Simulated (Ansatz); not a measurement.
# InAs (zinc blende), energy over volume and axial ratio

InAs (zinc blende)

Space group F-43m (No. 216); a = 6.087 Å, b = 6.087 Å, c = 6.087 Å, α = 90.00°, β = 90.00°, γ = 90.00°

| atom | site | symmetry | x | y | z |
|---|---|---|---|---|---|
| As | 4c | -43m | 0.2500 | 0.2500 | 0.2500 |
| In | 4a | -43m | 0.0000 | 0.0000 | 0.0000 |
(The calculation used a cell of 2 atoms; values per cell refer to that cell.)

Grid over V/V₀ and (c/a)/(c/a)₀, subscript 0 meaning the relaxed cell; the conventional c axis lies along z; no internal relaxation.

Level of theory: PBEsol (plane waves to 420 eV, PAW, scalar-relativistic; Ansatz, an electronic-structure program). k mesh 9×9×9 (Γ-centred), Fermi-Dirac smearing 0.05 eV. E stands for the smeared free energy. Stress and pressure are positive under compression. With partly filled bands, the response to shear is sensitive to the k mesh, so small differences along c/a are uncertain. At this level the bands of InAs touch or barely overlap; measurements give the solid a gap. InAs was relaxed with its symmetry unable to fall. The zero of ΔE is the relaxed starting cell.

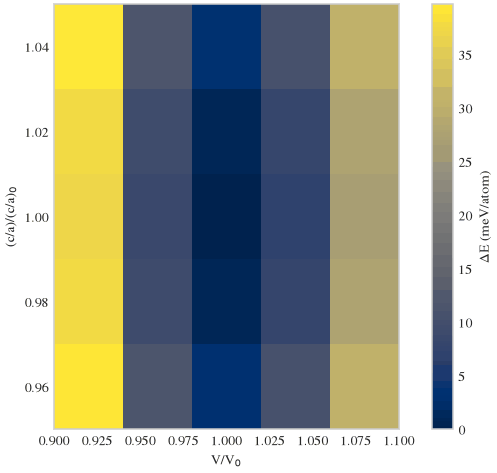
Figure: ΔE (meV/atom) over the 5×5 grid of computed points.

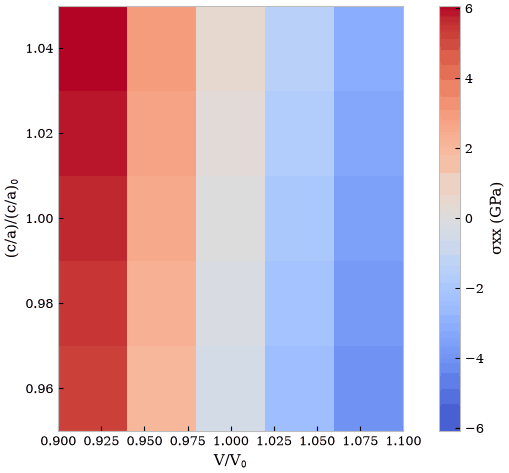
*σxx (GPa) over the 5×5 grid of computed points.*

The shear modulus C′ = (C11 − C12)/2 (fit, atoms clamped) comes out as 17 GPa. Lowest place on the grid: V/V₀ = 1.000, (c/a)/(c/a)₀ = 1.000 (0 meV/atom). Highest place on the grid: V/V₀ = 0.920, (c/a)/(c/a)₀ = 1.040 (40 meV/atom).

Near the relaxed cell σzz − σxx = −2Cδ (compression positive), C being this modulus and δ the logarithm of the ratio.

(A scan under strain: stresses follow from slopes of the energy per volume, elastic moduli from its curvatures.)
